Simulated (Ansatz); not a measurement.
**1T-CoClI monolayer in a perpendicular field**

Aim: how the 1T-CoClI monolayer screens a field along its normal, and what the field does to its bands. A positive field points along +c.

Method: plane-wave DFT, PBE-D3(BJ), Ansatz PAW (set soft_1); PAW set soft_1, in Ansatz 0.2.0.

## 1. Set-up

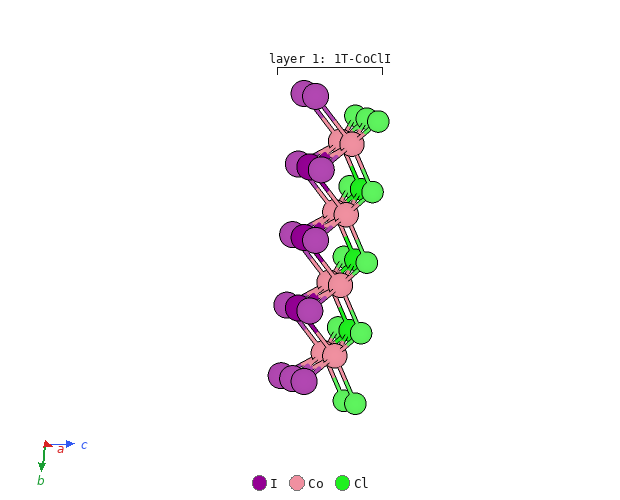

The cell as given, from the side, with the c axis across the page (iodine purple, cobalt pink, chlorine green). 1×3×1 cells are drawn. Some periodic images of atoms are drawn too.

The cell holds 3 atoms: 1 I, 1 Co and 1 Cl. Cell: a = 3.585 Å, b = 3.585 Å, c = 35.979 Å, α = 90.0°, β = 90.0°, γ = 120.0°. Vacuum lies along c.

## 2. Relaxation

The starting cell is a guess, so the in-plane lattice and the atoms are relaxed first, with the slab cut off from its images along the normal.

The input, input.yaml:

```yaml
crystal:
  lattice:
    - [3.585201, 0.0, 0.0]
    - [-1.7926005, 3.1048751437, 0.0]
    - [0.0, 0.0, 35.9793226425]
  atoms:
    - { symbol: I, position: [0.6666666667, 0.3333333333, 0.4655451734] }
    - { symbol: Co, position: [0.0, 0.0, 0.5095953483], spin: 3.0 }
    - { symbol: Cl, position: [0.3333333333, 0.6666666667, 0.5344548266] }
  periodic: [true, true, false]
magnetization:
  spin_polarized: true
kpoints:
  mp_grid: { grid: [12, 12, 1] }
hamiltonian:
  xc: pbe
  dispersion: d3bj
  pseudopotentials: { kind: paw, azcp: { folder: soft_1 } }
scf:
  occupations: { method: fermi_dirac, width: 0.05 }
  convergence: { dr2_threshold: 1.0e-09 }
relax:
  f_tol: 0.004
  max_steps: 90
  cell: {}
output:
  write_potential: true
  write_density: true
  volumetric_format: npy
```

Launch:

```sh
ansatz run input.yaml --threads 2 --pin off --max-ram 3072MiB --backend cpu --events-out ev --progress --plain --runs-dir out
```

Numbers of over 12 decimals in the logs are rounded to 6 here.

The log of the run:

```text
Warning: relax.cell: scf.convergence.dr2_threshold = 1e-9 eV is looser than the 1.92636787939e-10 eV advised for a relaxation that steers and ends on the stress (1e-10 eV for each atom of the cell: 3, times the square of relax.cell.stress_2d_tol = 0.05 N/m over 12.5 Å (the atoms' height at the walk's start and 5 Å past either face), 4.007e-2 GPa, over a crystal's default 0.05). What an SCF threshold leaves in a stress goes as its square root, and in the free energy as the threshold itself, and one threshold admits the most on a small cell: [figures from the program's tests cut] Set scf.convergence.dr2_threshold to 1.92636787939e-10 eV or tighter. [rest of the remark cut]
Engine: ansatz 0.2.0, aarch64-unknown-linux-gnu
Pseudopotentials: kind: paw
Pseudopotential: I, paw, valence charge 17, recommended cutoff 420 eV (normal), soft_1/I.paw.azcp
Pseudopotential: Co, paw, valence charge 17, recommended cutoff 420 eV (normal), soft_1/Co.paw.azcp
Pseudopotential: Cl, paw, valence charge 7, recommended cutoff 420 eV (normal), soft_1/Cl.paw.azcp
Functional definition: PBE
  parameter kappa = 0.804
  parameter beta = 0.066725
  exchange = pbe_x(kappa = kappa, mu = beta*pi^2/3)
  correlation = pbe_c(beta = beta)
Crystal: 3 atoms, lattice volume = 400.507 Å³
Basis set: ecut = 420 eV, 7699 PW (Γ), exchange–correlation on 48×48×486 points (8 copies of the dense FFT grid, shifted against one another)
Bands: 27, of which v1, the nominal top of the filled ones, is band 21 counted from 1 (20 counted from 0)
Symmetry: 6 space group operations
Space group: P3m1 (ITA 156), of the structure as read, at distance tolerance 7.4e-5 Å
Magnetic group: BNS 156.49 (UNI 1279), of the structure as read, at distance tolerance 7.4e-5 Å
k-points: 19 of 144 (time reversal used)
Non-local potential: I, projectors of the file, l = 0: 2, l = 1: 2, l = 2: 2, l = 3: 1
Non-local potential: Co, projectors of the file, l = 0: 3, l = 1: 2, l = 2: 3, l = 3: 1
Non-local potential: Cl, projectors of the file, l = 0: 2, l = 1: 2, l = 2: 1
PAW form: soft (Blöchl's): semilocal exchange-correlation on the pseudo side does not see the compensation charge
PAW one-centre angular grid: I, 590 points (default); XC on 64 Gauss nodes
PAW one-centre angular grid: Co, 590 points (default); XC on 64 Gauss nodes
PAW one-centre angular grid: Cl, 110 points (default); XC on 64 Gauss nodes
Initial density: superposition of atomic densities (neutral atoms: chi_scale 0, normalization atom)
Starting moments: Σ|m| = 3 μB on 1 of 3 sites
Initial wavefunctions: pseudopotential atomic-orbital guess
Functional: x = pbe(κ = 0.804, μ = 0.219515), c = pbe(β = 0.066725)
iter 1 solved again at ethr=1.37e-3 eV; its pass at ethr=3.10e-3 eV (dr2=5.61e-1 eV) is discarded
SCF iter   1: F=—  HF=-13717.941998 eV  |F-HF|=—  |Δ(HF+E_count)|=         —  Δρ=1.19e-2 (↑5.91e-3 ↓1.19e-2)  dr2=5.66e-1  dr2_m=1.57e-1  M=2.925 μB ∫|m|=2.932 μB  β_m=0.30  ethr=1.37e-3  ⟨swp⟩=1.3  Hψ=11269  notcnv=0
Mixer restart at iter 1: flushing history
preconditioner: auto → LDOS  [metal: Δε(μ)=0.043 eV  Ē_g=10.551 eV  σ=0.050 eV  W_gap=0.21  n_scr=20 (ndim 8)  ℏωp=8.9 eV  f_vac=0.819  D(μ)=3.84/eV (n_scr^D=14)]
spin=Collinear: LDOS preconditioning applied to the charge; magnetization (m = ρ↑ − ρ↓) channel mixes plain (no charge-response kernel on spin).
SCF iter   2: F=—  HF=-13718.454392 eV  |F-HF|=—  |Δ(HF+E_count)|=   5.12e-1  Δρ=9.36e-3 (↑4.60e-3 ↓9.36e-3)  dr2=1.87e-1  dr2_m=1.32e-1  M=2.866 μB ∫|m|=2.875 μB  β_m=0.63  ethr=1.37e-3  ⟨swp⟩=4.8  Hψ=2350  notcnv=0  defer=17
SCF iter   3: F=—  HF=-13719.476647 eV  |F-HF|=—  |Δ(HF+E_count)|=         —  Δρ=2.13e-2 (↑1.80e-2 ↓2.13e-2)  dr2=3.05e-1  dr2_m=1.39e0  M=1.775 μB ∫|m|=1.864 μB  β_m=0.63  ethr=4.56e-4  ⟨swp⟩=5.3  Hψ=2809  notcnv=0  defer=56
SCF iter   4: F=—  HF=-13719.574155 eV  |F-HF|=—  |Δ(HF+E_count)|=   9.75e-2  Δρ=1.28e-2 (↑1.23e-2 ↓1.28e-2)  dr2=9.47e-2  dr2_m=5.69e-1  M=1.458 μB ∫|m|=1.570 μB  β_m=0.82  ethr=4.56e-4  ⟨swp⟩=4.5  Hψ=2301  notcnv=0  defer=54
SCF iter   5: F=—  HF=-13719.561860 eV  |F-HF|=—  |Δ(HF+E_count)|=   1.23e-2  Δρ=2.63e-3 (↑2.63e-3 ↓1.39e-3)  dr2=3.31e-2  dr2_m=7.35e-3  M=1.050 μB ∫|m|=1.150 μB  β_m=0.85  ethr=2.31e-4  ⟨swp⟩=5.8  Hψ=2746  notcnv=0  defer=49
SCF iter   6: F=—  HF=-13719.578744 eV  |F-HF|=—  |Δ(HF+E_count)|=   1.69e-2  Δρ=1.81e-3 (↑1.81e-3 ↓1.68e-3)  dr2=4.07e-2  dr2_m=9.42e-5  M=1.041 μB ∫|m|=1.128 μB  β_m=0.66  ethr=8.06e-5  ⟨swp⟩=4.7  Hψ=2791  notcnv=0  defer=47
SCF iter   7: F=—  HF=-13719.566485 eV  |F-HF|=—  |Δ(HF+E_count)|=   1.23e-2  Δρ=2.65e-4 (↑1.95e-4 ↓2.65e-4)  dr2=5.57e-4  dr2_m=9.94e-5  M=1.036 μB ∫|m|=1.121 μB  β_m=0.73  ethr=8.06e-5  ⟨swp⟩=4.6  Hψ=2600  notcnv=0  defer=40
SCF iter   8: F=—  HF=-13719.566553 eV  |F-HF|=—  |Δ(HF+E_count)|=   6.83e-5  Δρ=9.07e-5 (↑8.17e-5 ↓9.07e-5)  dr2=7.30e-5  dr2_m=1.72e-5  M=1.033 μB ∫|m|=1.117 μB  β_m=0.76  ethr=1.36e-6  ⟨swp⟩=3.2  Hψ=2176  notcnv=0  defer=40
SCF iter   9: F=—  HF=-13719.566603 eV  |F-HF|=—  |Δ(HF+E_count)|=   4.96e-5  Δρ=5.16e-5 (↑3.54e-5 ↓5.16e-5)  dr2=8.19e-6  dr2_m=5.75e-6  M=1.032 μB ∫|m|=1.115 μB  β_m=0.81  ethr=1.78e-7  ⟨swp⟩=3.6  Hψ=2343  notcnv=0  defer=40
SCF iter  10: F=—  HF=-13719.566606 eV  |F-HF|=—  |Δ(HF+E_count)|=   3.16e-6  Δρ=1.87e-5 (↑1.40e-5 ↓1.87e-5)  dr2=7.19e-7  dr2_m=8.37e-7  M=1.032 μB ∫|m|=1.114 μB  β_m=0.81  ethr=2.00e-8  ⟨swp⟩=3.7  Hψ=2421  notcnv=0  defer=40
SCF iter  11: F=—  HF=-13719.566606 eV  |F-HF|=—  |Δ(HF+E_count)|=   5.34e-8  Δρ=7.18e-6 (↑3.53e-6 ↓7.18e-6)  dr2=2.36e-7  dr2_m=4.09e-8  M=1.032 μB ∫|m|=1.114 μB  β_m=0.84  ethr=1.75e-9  ⟨swp⟩=3.1  Hψ=2128  notcnv=0  defer=40
SCF iter  12: F=—  HF=-13719.566606 eV  |F-HF|=—  |Δ(HF+E_count)|=   6.75e-8  Δρ=1.86e-6 (↑9.69e-7 ↓1.86e-6)  dr2=2.09e-8  dr2_m=4.90e-9  M=1.032 μB ∫|m|=1.114 μB  β_m=0.85  ethr=5.76e-10  ⟨swp⟩=3.2  Hψ=1965  notcnv=0  defer=40
SCF iter  13: F=—  HF=-13719.566606 eV  |F-HF|=—  |Δ(HF+E_count)|=   1.68e-8  Δρ=2.81e-7 (↑2.43e-7 ↓2.81e-7)  dr2=8.69e-10  dr2_m=1.11e-10  M=1.032 μB ∫|m|=1.114 μB  β_m=0.84  ethr=5.10e-11  ⟨swp⟩=3.4  Hψ=2231  notcnv=0  defer=40
SCF iter  14: F=-13719.566606 eV  HF=-13719.566606 eV  |F-HF|=2.91e-10  |Δ(HF+E_count)|=   9.37e-9  Δρ=8.52e-8 (↑7.06e-8 ↓8.52e-8)  dr2=3.02e-11  dr2_m=1.45e-11  M=1.032 μB ∫|m|=1.114 μB  ethr=2.12e-12  ⟨swp⟩=8.4  Hψ=7345  notcnv=0
SCF 1 converged in 14 iterations: F = -13719.566606 eV  dr2 = 3.02e-11
  greatest PAW one-centre occupation: 1.002 electrons in one spin orbital (limit 2), on the Co atom at site 1 (counted from 0), in its partial waves of l = 1
[...]
SCF iter   4: F=—  HF=-13720.010128 eV  |F-HF|=—  |Δ(HF+E_count)|=   1.35e-4  Δρ=1.27e-5 (↑1.27e-5 ↓4.31e-6)  dr2=6.04e-7  dr2_m=9.97e-8  M=2.829 μB ∫|m|=2.868 μB  β_m=0.67  ethr=6.53e-10  ⟨swp⟩=3.2  Hψ=2298  notcnv=0  defer=1
SCF iter   5: F=—  HF=-13720.010156 eV  |F-HF|=—  |Δ(HF+E_count)|=   2.82e-5  Δρ=1.95e-6 (↑1.95e-6 ↓1.15e-6)  dr2=6.16e-8  dr2_m=2.40e-9  M=2.829 μB ∫|m|=2.868 μB  β_m=0.58  ethr=6.53e-10  ⟨swp⟩=2.5  Hψ=1984  notcnv=0  defer=1
SCF iter   6: F=—  HF=-13720.010173 eV  |F-HF|=—  |Δ(HF+E_count)|=   1.71e-5  Δρ=4.00e-7 (↑2.77e-7 ↓4.00e-7)  dr2=5.25e-10  dr2_m=2.58e-10  M=2.829 μB ∫|m|=2.868 μB  β_m=0.62  ethr=1.50e-10  ⟨swp⟩=4.4  Hψ=2385  notcnv=0  defer=5
iter 7 met the thresholds in force, and the SCF goes on: an eigenvalue changes by 1.98 meV, over its tolerance of 0.05 meV (output.eigenvalues, Limitations)
SCF iter   7: F=-13720.010173 eV  HF=-13720.010173 eV  |F-HF|=1.47e-8  |Δ(HF+E_count)|=   2.08e-7  Δρ=1.78e-7 (↑1.19e-7 ↓1.78e-7)  dr2=1.07e-10  dr2_m=4.90e-11  M=2.829 μB ∫|m|=2.868 μB  β_m=0.76  ethr=1.28e-12  ⟨swp⟩=18.6  Hψ=9130  notcnv=0
iter 8 met the thresholds in force, and the SCF goes on: an eigenvalue changes by 3.56 meV, over its tolerance of 0.05 meV (output.eigenvalues, Limitations)
SCF iter   8: F=-13720.010173 eV  HF=-13720.010173 eV  |F-HF|=2.05e-9  |Δ(HF+E_count)|=   1.26e-8  Δρ=1.56e-7 (↑5.49e-8 ↓1.56e-7)  dr2=1.55e-10  dr2_m=3.06e-11  M=2.829 μB ∫|m|=2.868 μB  β_m=1.00  ethr=1.00e-12  ⟨swp⟩=9.4  Hψ=6530  notcnv=0
Mixer restart at iter 8: flushing history
iter 9 met the thresholds in force, and the SCF goes on: an eigenvalue changes by 0.13 meV, over its tolerance of 0.06 meV (output.eigenvalues, Limitations)
SCF iter   9: F=-13720.010173 eV  HF=-13720.010173 eV  |F-HF|=6.08e-10  |Δ(HF+E_count)|=   2.20e-9  Δρ=1.47e-7 (↑6.07e-8 ↓1.47e-7)  dr2=7.03e-10  dr2_m=2.20e-11  M=2.829 μB ∫|m|=2.868 μB  β_m=1.00  ethr=1.00e-12  ⟨swp⟩=9.2  Hψ=6521  notcnv=0  κ⁻¹=1.0e0(r=1)
iter 10 met the thresholds in force, and the SCF goes on: an eigenvalue changes by 0.11 meV, over its tolerance of 0.06 meV (output.eigenvalues, Limitations)
SCF iter  10: F=-13720.010173 eV  HF=-13720.010173 eV  |F-HF|=2.35e-10  |Δ(HF+E_count)|=    0.00e0  Δρ=1.92e-7 (↑5.15e-8 ↓1.92e-7)  dr2=3.97e-10  dr2_m=4.60e-11  M=2.829 μB ∫|m|=2.868 μB  β_m=1.00  ethr=1.00e-12  ⟨swp⟩=7.2  Hψ=5846  notcnv=0  κ⁻¹=3.9e-2(r=2)
SCF iter  11: F=-13720.010173 eV  HF=-13720.010173 eV  |F-HF|=4.18e-11  |Δ(HF+E_count)|=  2.00e-11  Δρ=3.38e-8 (↑2.09e-8 ↓3.38e-8)  dr2=5.77e-12  dr2_m=2.44e-12  M=2.829 μB ∫|m|=2.868 μB  ethr=1.00e-12  ⟨swp⟩=7.3  Hψ=5556  notcnv=0
WARN: dispersion: an atom stands within reach of a switch of its C6 between two reference coordination numbers of its element: through that C6 alone, e_disp changes by 0.025 eV or more while the distances to its neighbours run over a stretch of 0.05 Å that contains this geometry (sites counted from 0 in the run's list of atoms or, in a supercell that it derives, in that cell's: here a list of 3) — site 1 (Co): coordination number 5.083 (about 4.79 to 5.38 with every neighbour 0.05 Å farther or nearer), switch near 5.352 between the references 2.926 (weight 1.00) and 7.779 (weight 0.00), e_disp changing by some 0.03 eV. [rest of the remark cut]
SCF 8 converged in 11 iterations: F = -13720.010173 eV  dr2 = 5.77e-12
relax step   8: F+E_penalty+E_count = -13720.01017344 eV  Δ(F+E_penalty+E_count) = -1.505e-3 eV  max|allowed force component| = 8.866e-4 eV/Å  Δτ_max = 0.0000 Å  P = -0.003 N/m  Ω = 435.126 Å³  fix = [c, alpha, beta]  reactions: c -0.000 N/m  stress off target by 3.14e-3 N/m on what of the cell is left free  SCF on the basis re-selected at this cell (its energy is not comparable with the rows above)  (11 SCF iters)
basis re-selected at this cell: Δ(F+E_penalty+E_count) = -1.505e-3 eV, ΔP = -0.002 N/m vs the last step (what re-selecting the basis moved, of the pressure what is left beyond the Pulay correction that the steps carried, after the strain that the cell walked since its last selection, with what the two solves' SCF thresholds leave and, on support functions, any second-order correction that the steps lacked; it is no measure of the basis error at this ecutwfc). The dense FFT grid was sized anew with the basis: this SCF ran on 25×25×243 points, the steps before it on 24×24×243, so part of this shift can come from that change (see relax.cell in the input reference). [rest of the remark cut]
WARN: The output density's exchange-correlation potential varies sharply where the density is thin. Do not read a vacuum level from v_tot or v_xc, or from such a field of the output density. On a cell that repeats whose density bears no net charge and no dipole along the vacuum's axis use v_es (v_loc + v_h of the components); under efield.dipole_correction with no amplitude use v_es + v_field, which holds any externa [...]
SCF converged after 11 iterations
an eigenvalue changed by more than its tolerance at an iteration that met the thresholds in force, so the SCF went on 4 times, its first undamped step at iteration 8: the last check found none over its tolerance
Magnetization: 2.8293 μB (21.9147 up, 19.0853 down)
Absolute magnetization: 2.8673 μB (∫|ρ↑−ρ↓|, with the PAW one-centre terms)
Spin contamination: 0.0287 ħ² per cell (⟨S²⟩ above its minimum at these occupations)
Per-site moments (μB) at R_I (Å): [(0.153887, 1.130212), (2.334151, 1.014794), (0.148589, 1.014794)]
Free energy (F): -13720.010173 eV
Harris-Foulkes:  -13720.010173 eV  (|F-HF|=4.18e-11)
Internal energy: -13719.992895 eV  (E = F + TS)
E sigma→0 (E₀):  -13720.001534 eV
Entropy (-TS):   -0.017278 eV (-5.759 meV/atom)
Fermi energy:    -5.449917 eV
--- Per-component energies (eV) ---
  E_band       = -1321.252394
  E_kinetic    = 600.330985
  E_local      = -101836.935590  (includes V_loc(G=0)·N_el)
  E_nonlocal   = 588.107612
  E_hartree    = 50282.076916
  E_xc         = -304.498774
  E_vxc        = -342.018079  (∫ρ·V_xc dr)
  E_paw        = -7020.107535  (= ΣΔE_a)
  E_vpaw       = -894.888499  (= ΣTr[D̂ρ^β])
  E_aug_tail   = -0.002390  (compensation charges beyond the density's cutoff)
  E_ewald      = 43971.689512
  E_disp       = -0.653632  (pairwise vdW)
  E_smearing   = -0.017278  (= −TS)
  E_closure    = -0.000000  (closes the sum)
  Σ components = -13720.010173   (vs F -13720.010173, Δ=0.00e0)
--- Forces (eV/Å), atoms counted from 1 ---
  atom   1  I      0.00000000    -0.00000000     0.00088639
  atom   2  Co     0.00000000    -0.00000000    -0.00005124
  atom   3  Cl     0.00000000     0.00000000    -0.00083581
  max |Σ_I F_I| component: 6.64e-7 eV/Å
--- 2D stress c σ (N/m, compression-positive) ---
       -0.003135       0.000000      -0.000000
        0.000000      -0.003135      -0.000000
       -0.000000      -0.000000      -0.000000
  P = ½ c Tr σ = -0.0031 N/m
--- Band table (eV; the first three rows and the last of 38) ---
  k-point 0 ↑: bands = [... 17 lower, -7.6079, -7.0148, -7.0148, -5.2419, -5.2419, -2.0698, -0.7481, -0.1200, ... 2 higher]
  k-point 1 ↑: bands = [... 17 lower, -7.5907, -7.0482, -6.9926, -5.6050, -5.3143, -1.8428, -0.6181, 0.0634, ... 2 higher]
  k-point 2 ↑: bands = [... 17 lower, -7.5127, -7.0851, -6.9835, -6.3032, -5.4772, -1.3130, -0.3878, 0.1790, ... 2 higher]
  k-point 18 ↓: bands = [... 17 lower, -5.8749, -5.7301, -5.4362, -4.5423, -4.0335, -0.7011, 0.9865, 1.9509, ... 2 higher]
  the weakly bound empty levels are not read free of the cell's end (no_gap_told)
--- Relaxed structure (7 steps of the walk, 7 accepted, 1 SCFs on fresh bases) ---
  F+E_penalty+E_count = -13720.01017344 eV   max|allowed force component| = 8.866e-4 eV/Å   (the final SCF, on the basis selected at the relaxed cell)
  cell:  # Å, volume = 435.1263 Å³
    - [3.736938, 0.0, 0]
    - [-1.868469, 3.236283, 0]
    - [0, 0, 35.9793226425]
  atoms:
    - { symbol: I, position: [0.666667, 0.333333, 0.460954] }
    - { symbol: Co, position: [0, 0, 0.507894] }
    - { symbol: Cl, position: [0.333333, 0.666667, 0.540747] }
```

Run time: 4.2 min. Hardware: 2 threads of Arm Neoverse V1, shared host; peak memory 0.85 GiB; 8.2 min of CPU time.

The steps of the relaxation:

| step | energy less that of the first step (eV) | largest force component (eV/Å) | volume (Å³) |
| --- | --- | --- | --- |
| 1 | 0.0000 | 2.0803 | 400.51 |
| 2 | -0.2657 | 0.6100 | 391.95 |
| 3 | -0.3967 | 0.3593 | 410.35 |
| 4 | -0.4352 | 0.1382 | 424.23 |
| 5 | -0.4420 | 0.0297 | 434.64 |
| 6 | -0.4420 | 0.0104 | 435.28 |
| 7 | -0.4421 | 0.0001 | 435.13 |
| 8* | -0.4436 | 0.0009 | 435.13 |

Relaxation steps marked * repeat the geometry before them on a plane-wave basis chosen anew for their cell, so energy and pressure can jump there.

Forces are held to the 6 operations that the run works with; a distortion that breaks them can't arise in this run.

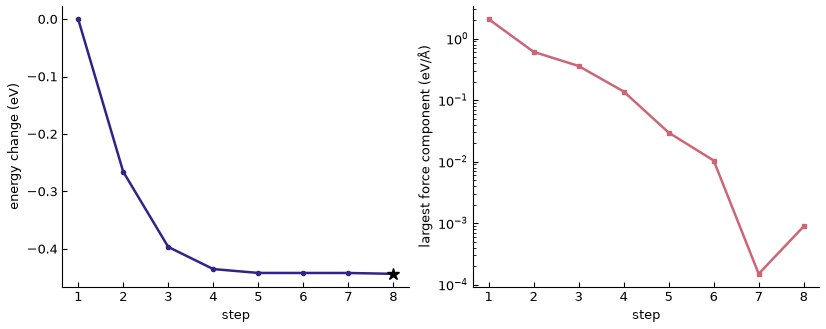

Energy and largest force along the relaxation. Stars mark steps on a basis chosen anew.

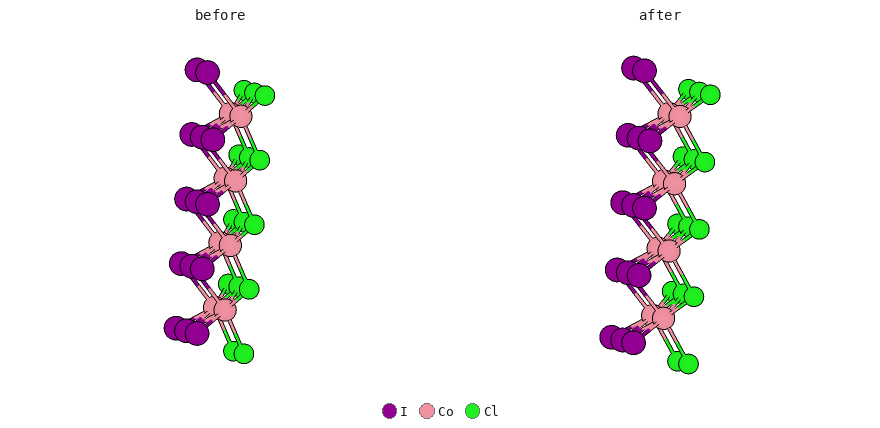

Before and after, at one scale.

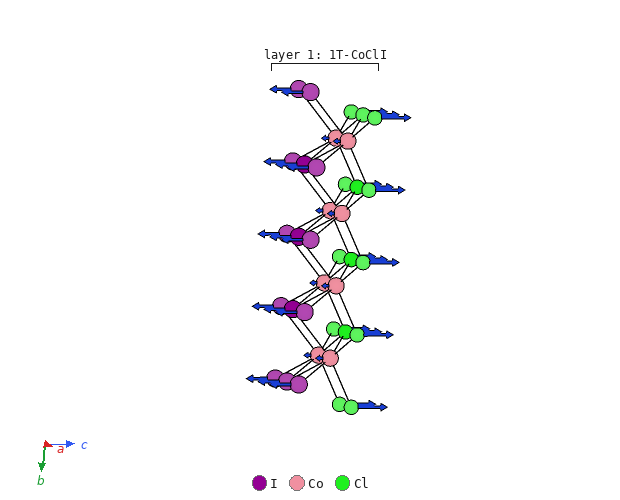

Displacements in the relaxation, exaggerated, measured against the changing cell; the longest in the cell stands for 0.23 Å. 1×3×1 cells are drawn. Some periodic images of atoms are drawn too.

| cell as run | before | after | change |
| --- | --- | --- | --- |
| a (Å) | 3.585 | 3.737 | +4.2 % |
| b (Å) | 3.585 | 3.737 | +4.2 % |

The atoms that moved most (Å, along periodic axes as changes of fractional coordinates times the final cell, across vacuum about the mean position):

| atom | dx | dy | dz | length |
| --- | --- | --- | --- | --- |
| Cl3 | 0.000 | 0.000 | 0.226 | 0.226 |
| I1 | 0.000 | 0.000 | -0.165 | 0.165 |
| Co2 | 0.000 | 0.000 | -0.061 | 0.061 |

The relaxed structure:

```xyz
3
Lattice="3.7369 0.0000 0.0000 -1.8685 3.2363 0.0000 0.0000 0.0000 35.9793" Properties=species:S:1:pos:R:3
I     1.8685    1.0788   16.5848
Co    0.0000    0.0000   18.2737
Cl    0.0000    2.1575   19.4557
```

Numbers from this step:

```yaml
energy_at_zero_smearing: -13720.0015 eV
total_moment: 2.829 μB
site_moments: 0.1539, 2.334, 0.1486 μB
```

Site moment by atom:

| atom | site moment (μB) |
| --- | --- |
| I1 | 0.15 |
| Co2 | 2.33 |
| Cl3 | 0.15 |

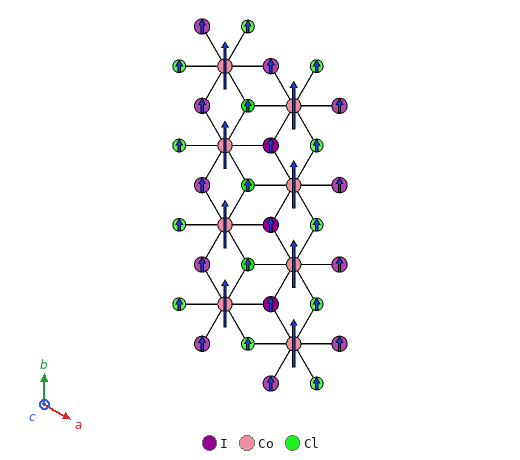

Site moment as arrows, the longest 2.33 μB. Up and down stand for the sign. Arrows give size and sign along the axis of quantisation, drawn up and down the page. Each arrow also spans its atom, so small moments look longer than they are. 1×3×1 cells are drawn. Some periodic images of atoms are drawn too.

The lattice constant a goes from 3.585 to 3.737 Å.

[end of part 1 of 3]

[Logs are printed without paths, hosts, clocks, repeated set-up lines and the standing remarks that a program may print on its own settings, such as how far it seeks lower states.]

[Hosts, paths, dates, database ids (printed as entryN), source tags and the programs' standing remarks are cut or masked in the printed files.]

[Maps of the electrostatic potential energy from Ansatz leave out the sawtooth potential of an applied field or a dipole correction, so their vacuum need not be flat; planar profiles and work functions include it.]
